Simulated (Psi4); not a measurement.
Intermolecular potential of CHF3 ··· BF3 (SMILES FC(F)F and FB(F)F). Monomers: optimised at B3LYP-D3(BJ) (def2-TZVP), held rigid. Orientation: a higher rigid-body minimum at GFN2-xTB. R is the distance of the centres of mass, along which the second monomer moves.

Geometry at R = 3.24 Å (first 5 atoms: monomer A):
```
9

F      1.1821    -0.4740    -0.3460
C     -0.0048     0.0581    -0.0228
F     -0.9717    -0.7222    -0.5254
F     -0.1173     0.0676     1.3127
H     -0.0883     1.0705    -0.4186
F     -2.0155    -3.6176    -0.2718
B     -1.6324    -2.9813     0.8143
F     -2.5014    -2.2748     1.5043
F     -0.3794    -3.0491     1.2095
```

Method: SAPT0/jun-cc-pVDZ, frozen core run with Psi4 1.11.

Components in kJ/mol:

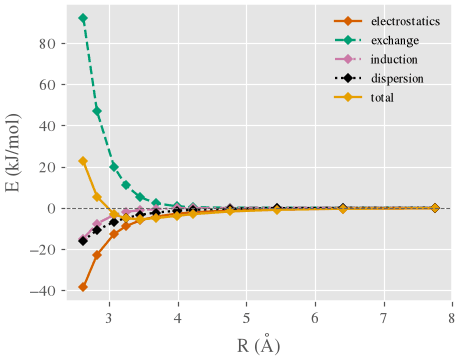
Components of the interaction energy.

```
R / Å  electrostatics  exchange  induction  dispersion  total
-----  --------------  --------  ---------  ----------  -----
2.62           -38.72     92.26     -15.00      -16.00  22.55
2.82           -22.83     46.84      -7.73      -10.90   5.39
3.07           -12.71     19.78      -3.47       -6.82  -3.22
3.24            -8.97     10.88      -2.07       -5.01  -5.17
3.45            -6.13      5.10      -1.13       -3.46  -5.62
3.68            -4.28      2.18      -0.60       -2.35  -5.06
3.98            -2.89      0.69      -0.29       -1.45  -3.94
4.22            -2.20      0.27      -0.17       -1.01  -3.11
4.76            -1.31      0.03      -0.06       -0.48  -1.82
5.45            -0.75      0.00      -0.02       -0.21  -0.98
6.41            -0.39      0.00      -0.01       -0.08  -0.48
7.74            -0.18      0.00       0.00       -0.03  -0.21
```
